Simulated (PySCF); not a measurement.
Consider C6H9FSi.

```yaml
atoms:
  - { symbol: C, position_ang: [3.4005, -0.2273, -0.1661] }
  - { symbol: C, position_ang: [1.9962, 0.1173, -0.2388] }
  - { symbol: C, position_ang: [0.8367, 0.4158, -0.3043] }
  - { symbol: C, position_ang: [-0.5690, 0.7434, -0.3561] }
  - { symbol: C, position_ang: [-1.4060, -0.3473, -1.0871] }
  - { symbol: Si, position_ang: [-2.3498, -0.7520, 0.5145] }
  - { symbol: F, position_ang: [-3.9301, -0.4009, 0.4660] }
  - { symbol: C, position_ang: [-1.2368, 0.6950, 1.0498] }
  - { symbol: H, position_ang: [3.9181, 0.1160, -1.0619] }
  - { symbol: H, position_ang: [3.5165, -1.3082, -0.0843] }
  - { symbol: H, position_ang: [3.8555, 0.2431, 0.7059] }
  - { symbol: H, position_ang: [-0.6859, 1.7233, -0.8258] }
  - { symbol: H, position_ang: [-2.0023, 0.0639, -1.8998] }
  - { symbol: H, position_ang: [-0.7842, -1.1352, -1.5063] }
  - { symbol: H, position_ang: [-2.2997, -2.0549, 1.1481] }
  - { symbol: H, position_ang: [-1.7477, 1.6233, 1.2984] }
  - { symbol: H, position_ang: [-0.5190, 0.4967, 1.8428] }
```

Geometry: GFN2-xTB.

These are results of PBE0/pcSseg-1, SCF density, gas phase, non-relativistic (PySCF), not measurements.

What will maps of the electron density and electron localisation function show?

Answer. C–C (1.20 Å): ρ at the midpoint is about 2.7 e/Å³; the ELF peaks at about 0.85 between the atoms (a multiple bond).
Si–F (1.62 Å): the density is about 1 e/Å³ at the midpoint; the ELF peaks at about 0.85 in the valence shell of F, 0.6 Å from its nucleus, and is about 0.50 at the midpoint.
C–H (1.09 Å): ρ is about 2 e/Å³ halfway; the ELF climbs to about 1 towards the hydrogen, as it does in any bond to H (a covalent bond by its length).
Si–H (1.45 Å): the density is about 0.84 e/Å³ at the midpoint; the ELF climbs to about 1 towards the hydrogen.

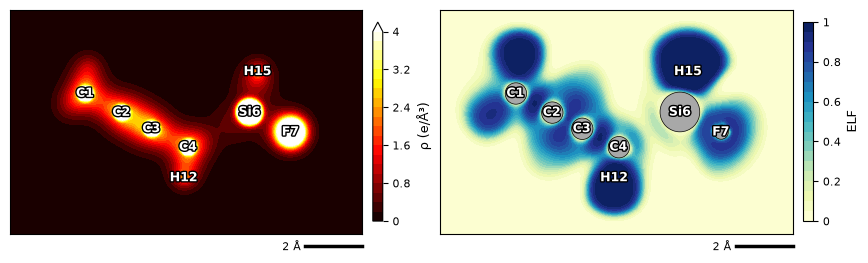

Computed electron density and electron localisation function on the plane of atoms F7, Si6 and H15, in this order. Grey discs cover the atomic cores in the ELF map. 
